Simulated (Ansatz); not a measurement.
BH₃S₂: geometry relaxation

The run: geometry relaxation of BH₃S₂. Method and program: RKS r2SCAN-D4/6-31G (Ansatz 0.2.0).

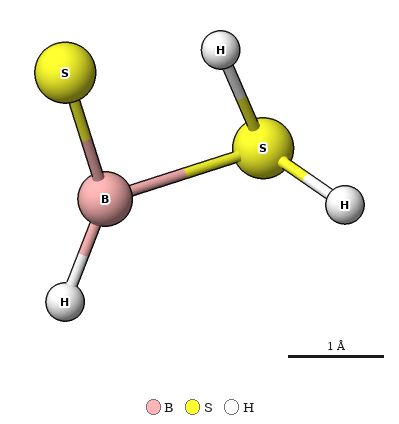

*The starting structure (ball-and-stick view, seen at a tilt).*

**The input**
```yaml
crystal:
  periodic: [false, false, false]
  atoms:
    - {symbol: B, position_ang: [-0.615705, -0.011024, -0.589296]}
    - {symbol: S, position_ang: [0.753530, -0.871452, 0.584325]}
    - {symbol: S, position_ang: [0.070695, 1.460415, -1.115332]}
    - {symbol: H, position_ang: [1.177293, 0.472272, 0.110218]}
    - {symbol: H, position_ang: [-1.628156, -0.615801, -0.740629]}
    - {symbol: H, position_ang: [0.242343, -0.434410, 1.750613]}
basis:
  gaussian: {orbitals: 6-31G}
hamiltonian: {xc: r2scan, dispersion: d4}
relax: {f_tol: 0.01, max_steps: 60, escape_saddle: true}
```

Run on 2 threads of Arm Neoverse N1, 23 GiB of memory available, shared host.

Run as:
```bash
ansatz run in.yaml --threads 2 --pin off --events-out ev --progress --plain --max-ram 4352MiB
```

**Output**
```
Error: invalid value for `relax.escape_saddle`: a Gaussian basis doesn't support `true`; leave it out, and run phonons on the result
```

**What the run reported**

| quantity | value |
| --- | --- |
| outcome | refused by the program |

**What went wrong**

The program refused the input: “invalid value for `relax.escape_saddle`: a Gaussian basis doesn't support `true`; leave it out, and run phonons on the result”
